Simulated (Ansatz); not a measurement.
The reference is SiC in the wurtzite structure (space group P6_3mc, No. 186; a = 3.092 Å, c = 5.074 Å). Axes: x lies along a and z along c of the hexagonal cell.

Modification: biaxial strain −2.84 %, plane normal [001], relaxed out of plane (Cartesian); in-plane vectors clamped, the third vector and the atoms free.

All numbers come from Ansatz (a first-principles code), PBE, PAW, cutoff 420 eV, spin-orbit coupling left out, earlier PAW set.

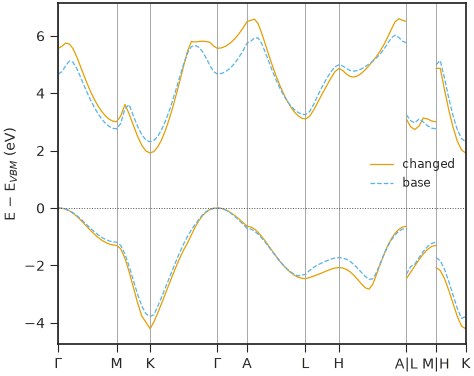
Figure. Highest valence and lowest conduction band along the path, each from its own valence-band maximum

Problem. Read the changed gap and its character from the plot.

Solution. About 1.9 eV, indirect, Γ → K.

Stability against distortions was not tested.
